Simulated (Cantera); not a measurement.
Charge: 1 mol SiHCl₃, 40 mol N₂, held at 0.00360 bar.

These are equilibrium values from Cantera (NASA tables, ideal gas, pure condensed phases), not measurements of a reactor. Candidate condensed phases: NH₄Cl, Si, Si₃N₄; 28 gas species. N₂ is the only nitrogen source here; it is nearly inert below about 1500 K, so the nitride shown seldom forms there in practice. The tables' values for SiCl₃, SiCl are old estimates; treat these amounts as uncertain. Equilibrium is a limit: real reactors are often held back by kinetics, nucleation or transport.

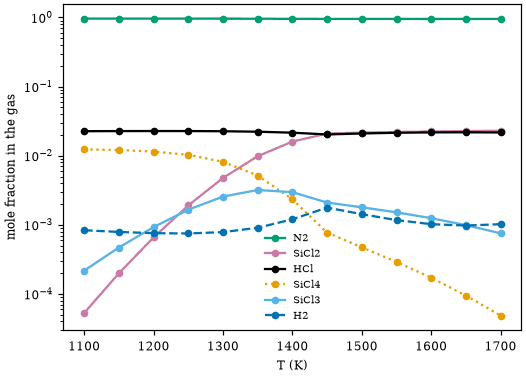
Figure. Equilibrium gas composition (values under 1e-9 drawn at 1e-9)

Q: Read off the mole fractions at 1100 K.

A: N₂ about 0.96, HCl about 0.023, SiCl₄ about 0.012, H₂ about 0.00083, SiCl₃ about 0.00022, SiCl₂ about 5.3e-5.
